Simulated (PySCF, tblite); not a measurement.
# C7H9S+: a rotation path, then NMR shifts on frames

Aim: move C7H9S+ (`CCc1cccc[s+]1`) away from its starting geometry and see how NMR shifts follow the geometry.

Programs: tblite 0.8.0 and PySCF 2.14.0, with density-fitted response routines of our own. Each step states its level of theory. These are calculated values for one molecule in the gas phase, unless marked as measured. Atoms are numbered from 0 throughout.

### 1 Starting geometry

17 atoms, charge 1, multiplicity 1; geometry from: GFN2-xTB.

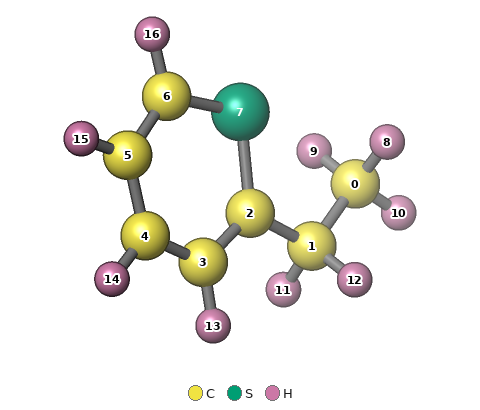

The starting geometry (carbon yellow, sulfur teal, hydrogen pink), atoms numbered.

### 2 A band between two rotamers with GFN2-xTB

What the job is given:

```
{"job": {"kind": "neb", "xc": "GFN2-xTB", "basis": "xTB", "atoms": [3, 2, 1, 0], "turn": 120}, "charge": 1, "multiplicity": 1}
C     -2.506968     0.938984    -0.086517
C     -1.700755    -0.320772    -0.361266
C     -0.242523    -0.189076    -0.100393
C      0.621744    -1.263039    -0.254218
C      1.986161    -1.208527    -0.035028
C      2.643741    -0.045563     0.375404
C      1.983403     1.131011     0.590697
S      0.312119     1.349462     0.394429
H     -2.183094     1.761419    -0.721777
H     -2.417006     1.241933     0.955087
H     -3.557802     0.753883    -0.290834
H     -2.085539    -1.149354     0.242968
H     -1.835115    -0.626764    -1.405035
H      0.187587    -2.203412    -0.567410
H      2.570031    -2.104358    -0.186479
H      3.712647    -0.075667     0.530666
H      2.504372     2.021868     0.909797
```

With the program's defaults for keys left out, this is: GFN2-xTB climbing-image nudged elastic band, gas phase.

On the command line:

```bash
OMP_NUM_THREADS=1 python probes_run.py task.json out
```

The driver reads the jobs from task.json and runs them one after another.

The log of the run:

```text
image   E - E0 / eV
  0       0.0000
  1       0.0062
  2       0.0233
  3       0.0419
  4       0.0531
  5       0.0556
  6       0.0528
  7       0.0482
  8       0.0375
```

Run time: 2.3 s. Hardware: 1 thread of Arm Neoverse V2, shared host; peak memory 0.19 GiB.

The final band, with the dihedral C3–C2–C1–C0:

```
image  dihedral (°)  energy (eV)  energy (kcal/mol)
    0           178        0.000                0.0
    1           190        0.006                0.1
    2           203        0.023                0.5
    3           215        0.042                1.0
    4           228        0.053                1.2
    5           242        0.056                1.3
    6           255        0.053                1.2
    7           267        0.048                1.1
    8           278        0.038                0.9
```

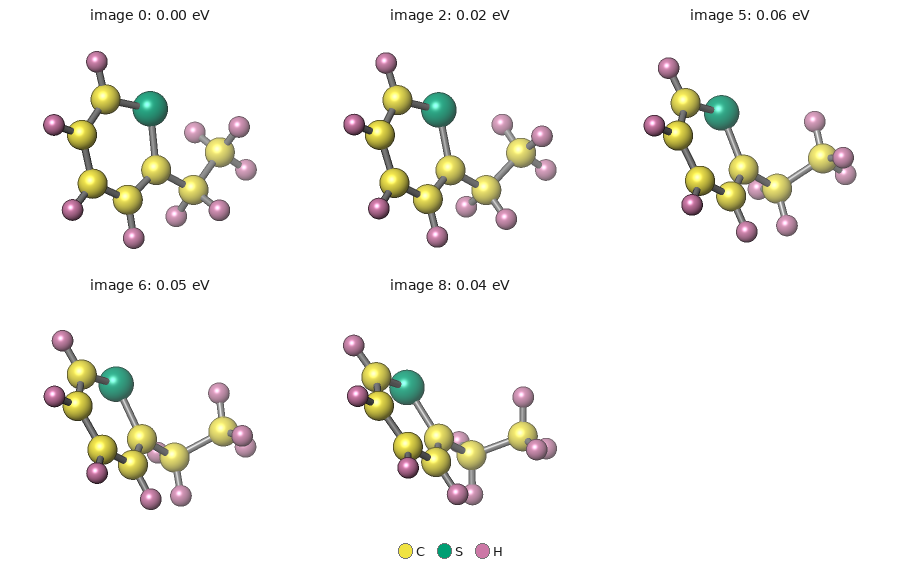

Images along the band.

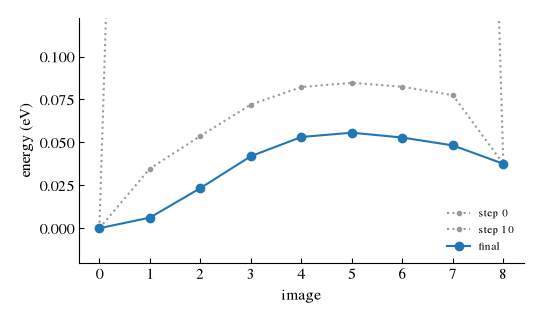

Energy along the band, early and final.

### 3 NMR shieldings: image 0, PBE0/pcSseg-1

What the job is given:

```
{"job": {"kind": "nmr", "xc": "PBE0", "basis": "pcSseg-1", "pop": false}, "charge": 1, "multiplicity": 1}
C     -2.507000     0.939000    -0.086500
C     -1.700800    -0.320800    -0.361300
C     -0.242500    -0.189100    -0.100400
C      0.621700    -1.263000    -0.254200
C      1.986200    -1.208500    -0.035000
C      2.643700    -0.045600     0.375400
C      1.983400     1.131000     0.590700
S      0.312100     1.349500     0.394400
H     -2.183100     1.761400    -0.721800
H     -2.417000     1.241900     0.955100
H     -3.557800     0.753900    -0.290800
H     -2.085500    -1.149400     0.243000
H     -1.835100    -0.626800    -1.405000
H      0.187600    -2.203400    -0.567400
H      2.570000    -2.104400    -0.186500
H      3.712600    -0.075700     0.530700
H      2.504400     2.021900     0.909800
```

With the program's defaults for keys left out, this is: GIAO PBE0/pcSseg-1 NMR shielding, non-relativistic, gas phase.

The log of the run:

```text
coarse grid: 14808 points
cycle   1  E = -669.4795921710  dE =  1.547e+00  |g| = 3.651e-01  |ddm| = 4.044e+00
cycle   2  E = -669.4524481016  dE =  2.714e-02  |g| = 4.813e-01  |ddm| = 9.232e-01
cycle   3  E = -669.5135462288  dE = -6.110e-02  |g| = 9.446e-02  |ddm| = 5.370e-01
cycle   4  E = -669.5158769075  dE = -2.331e-03  |g| = 3.706e-02  |ddm| = 1.334e-01
cycle   5  E = -669.5162347630  dE = -3.579e-04  |g| = 7.818e-03  |ddm| = 3.768e-02
cycle   6  E = -669.5162460669  dE = -1.130e-05  |g| = 4.675e-03  |ddm| = 1.286e-02
cycle   7  E = -669.5162522979  dE = -6.231e-06  |g| = 6.427e-04  |ddm| = 4.676e-03
final grid: 138552 points
cycle   8  E = -669.5668615200  dE = -3.101e-05  |g| = 9.406e-03  |ddm| = 4.090e-02
cycle   9  E = -669.5668398616  dE =  2.166e-05  |g| = 1.277e-02  |ddm| = 2.347e-02
cycle  10  E = -669.5668841174  dE = -4.426e-05  |g| = 1.618e-03  |ddm| = 1.627e-02
cycle  11  E = -669.5668849077  dE = -7.903e-07  |g| = 3.315e-04  |ddm| = 2.245e-03
cycle  12  E = -669.5668849325  dE = -2.488e-08  |g| = 1.328e-04  |ddm| = 4.195e-04
cycle  13  E = -669.5668849368  dE = -4.238e-09  |g| = 2.839e-05  |ddm| = 1.285e-04
cycle  14  E = -669.5668849370  dE = -2.101e-10  |g| = 1.012e-05  |ddm| = 4.164e-05
converged SCF energy = -669.5668849370

GIAO shielding tensors (ppm)
atom      isotropic    diamagn.    paramagn.     s11        s22        s33       span
  0 C      173.728     248.910     -75.183    168.959    171.117    181.107     12.148
  1 C      148.788     246.407     -97.619    135.583    145.800    164.981     29.398
  2 C      -14.817     269.373    -284.190   -116.373    -79.659    151.582    267.955
  3 C       43.247     253.450    -210.203    -62.903     20.580    172.063    234.967
  4 C       31.249     255.197    -223.948    -76.956    -13.097    183.799    260.755
  5 C       46.212     254.178    -207.966    -65.481     15.233    188.884    254.365
  6 C       22.090     263.935    -241.845   -104.210     -0.687    171.167    275.377
  7 S      145.197    1058.629    -913.432   -137.827     -5.952    579.370    717.196
  8 H       29.865      29.572       0.294     25.236     28.594     35.766     10.530
  9 H       29.971      29.619       0.352     25.509     28.516     35.888     10.379
 10 H       29.236      25.713       3.523     23.722     26.723     37.263     13.542
 11 H       27.803      29.460      -1.657     21.724     27.833     33.852     12.128
 12 H       27.813      29.270      -1.457     21.923     27.671     33.845     11.922
 13 H       22.674      31.915      -9.242     18.158     21.817     28.047      9.889
 14 H       22.566      28.374      -5.808     18.907     22.576     26.217      7.310
 15 H       22.661      27.176      -4.515     18.770     23.353     25.860      7.089
 16 H       21.988      28.701      -6.713     18.339     20.996     26.628      8.289
```

Wall time 26 s (1 thread of Arm Neoverse V2, shared host); peak memory 0.85 GiB.

The references, computed at this level on geometries of the same kind, shield at (ppm): 1H TMS 31.72, 13C TMS 186.9, 33S CS2 504. Their shielding less the atom's gives the shift. The references are single molecules in the gas phase. Each atom is listed at this fixed geometry, with no averaging over motion; a spectrum would average atoms that exchange fast.

```
atoms                                          environment  σ (ppm)  δ (ppm)
   C2  substituted aromatic carbon next to the ring sulfur    -14.8    201.7
   C6                  aromatic CH next to the ring sulfur     22.1    164.8
   C4                                          aromatic CH     31.2    155.7
   C3                                          aromatic CH     43.2    143.7
   C5                                          aromatic CH     46.2    140.7
   C1                          sp3 CH2 on an aromatic ring    148.8     38.1
   C0                                        methyl carbon    173.7     13.2
  H16   hydrogen on an aromatic CH next to the ring sulfur    21.99     9.73
  H14                           hydrogen on an aromatic CH    22.57     9.15
  H15                           hydrogen on an aromatic CH    22.66     9.06
  H13                           hydrogen on an aromatic CH    22.67     9.04
  H11           hydrogen on an sp3 CH2 on an aromatic ring    27.80     3.91
  H12           hydrogen on an sp3 CH2 on an aromatic ring    27.81     3.90
  H10                          hydrogen on a methyl carbon    29.24     2.48
   H8                          hydrogen on a methyl carbon    29.87     1.85
   H9                          hydrogen on a methyl carbon    29.97     1.75
   S7                                 aromatic ring sulfur      145      359
```

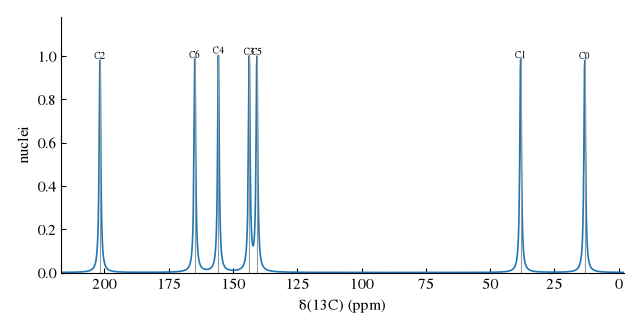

13C lines at the computed shifts, without couplings. Lines are broadened to a width of 0.75 ppm (Lorentzian).

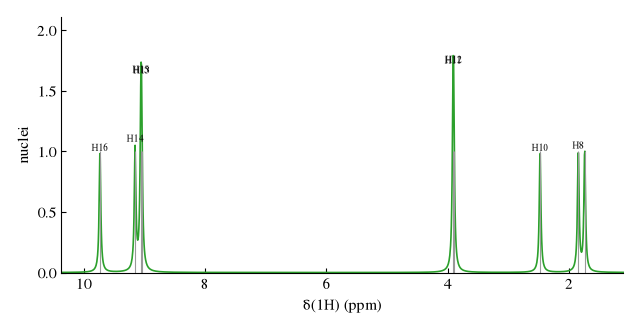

1H lines at the computed shifts, without couplings. Lines are broadened to a width of 0.03 ppm (Lorentzian).

Ring of atoms C2, C3, C4, C5, C6, S7: NICS(0) -7.5, NICS(1) -10.6, NICS(1)zz -24.8 ppm (means of both faces).

### 4 NMR shieldings: image 2, PBE0/pcSseg-1

What the job is given:

```
{"job": {"kind": "nmr", "xc": "PBE0", "basis": "pcSseg-1", "pop": false}, "charge": 1, "multiplicity": 1}
C     -2.479400     0.960400    -0.252100
C     -1.728700    -0.362900    -0.180100
C     -0.260500    -0.220300     0.019700
C      0.625800    -1.222600    -0.343200
C      1.999500    -1.150100    -0.191100
C      2.647200    -0.038500     0.353400
C      1.965300     1.063500     0.786600
S      0.280700     1.245500     0.714400
H     -2.123700     1.560600    -1.087300
H     -2.370100     1.535800     0.664300
H     -3.538900     0.772400    -0.396600
H     -2.123500    -0.958900     0.652500
H     -1.909000    -0.946000    -1.087000
H      0.206300    -2.115900    -0.785000
H      2.601400    -1.989100    -0.508600
H      3.725200    -0.041200     0.428100
H      2.475300     1.919400     1.202100
```

Level: GIAO PBE0/pcSseg-1 NMR shielding, non-relativistic, gas phase.

The log of the run:

```text
coarse grid: 14808 points
cycle   1  E = -669.4797611470  dE =  1.544e+00  |g| = 3.650e-01  |ddm| = 4.028e+00
cycle   2  E = -669.4527491072  dE =  2.701e-02  |g| = 4.810e-01  |ddm| = 9.341e-01
cycle   3  E = -669.5137966461  dE = -6.105e-02  |g| = 9.409e-02  |ddm| = 5.392e-01
cycle   4  E = -669.5161063591  dE = -2.310e-03  |g| = 3.748e-02  |ddm| = 1.345e-01
cycle   5  E = -669.5164742456  dE = -3.679e-04  |g| = 7.547e-03  |ddm| = 3.770e-02
cycle   6  E = -669.5164839924  dE = -9.747e-06  |g| = 4.736e-03  |ddm| = 1.255e-02
cycle   7  E = -669.5164904097  dE = -6.417e-06  |g| = 6.189e-04  |ddm| = 4.772e-03
final grid: 138552 points
cycle   8  E = -669.5664874072  dE = -3.183e-05  |g| = 9.399e-03  |ddm| = 4.021e-02
cycle   9  E = -669.5664656133  dE =  2.179e-05  |g| = 1.279e-02  |ddm| = 2.339e-02
cycle  10  E = -669.5665099833  dE = -4.437e-05  |g| = 1.590e-03  |ddm| = 1.626e-02
cycle  11  E = -669.5665107442  dE = -7.609e-07  |g| = 3.411e-04  |ddm| = 2.228e-03
cycle  12  E = -669.5665107708  dE = -2.652e-08  |g| = 1.353e-04  |ddm| = 4.222e-04
cycle  13  E = -669.5665107752  dE = -4.397e-09  |g| = 3.006e-05  |ddm| = 1.302e-04
cycle  14  E = -669.5665107754  dE = -2.306e-10  |g| = 1.177e-05  |ddm| = 4.439e-05
converged SCF energy = -669.5665107754

GIAO shielding tensors (ppm)
atom      isotropic    diamagn.    paramagn.     s11        s22        s33       span
  0 C      172.490     248.888     -76.398    160.807    173.437    183.227     22.420
  1 C      148.234     246.178     -97.944    135.346    143.355    166.001     30.655
  2 C      -14.996     269.556    -284.552   -116.643    -80.767    152.422    269.065
  3 C       43.716     253.327    -209.611    -62.242     22.968    170.423    232.664
  4 C       30.374     255.041    -224.666    -77.862    -14.656    183.640    261.502
  5 C       46.188     254.134    -207.945    -64.966     14.857    188.675    253.642
  6 C       21.757     263.966    -242.210   -105.664     -0.645    171.578    277.242
  7 S      142.700    1058.611    -915.911   -144.097     -6.410    578.608    722.704
  8 H       30.148      29.589       0.559     26.451     27.807     36.185      9.734
  9 H       29.579      29.609      -0.030     24.142     29.416     35.178     11.036
 10 H       29.369      25.927       3.442     24.012     26.721     37.375     13.362
 11 H       27.845      28.713      -0.867     23.095     26.793     33.648     10.554
 12 H       27.874      30.183      -2.309     21.583     28.184     33.854     12.271
 13 H       22.730      31.961      -9.231     18.340     21.912     27.939      9.599
 14 H       22.573      28.364      -5.792     18.986     22.536     26.196      7.211
 15 H       22.682      27.199      -4.518     18.852     23.361     25.832      6.981
 16 H       21.983      28.722      -6.740     18.405     20.959     26.584      8.179
```

Run time: 26 s. Hardware: 1 thread of Arm Neoverse V2, shared host; peak memory 0.85 GiB.

This run: δ C2 201.9, C6 165.2, C4 156.6, C3 143.2, H16 9.73, H14 9.14 ppm.

(Part 1 of 2 ends here.)
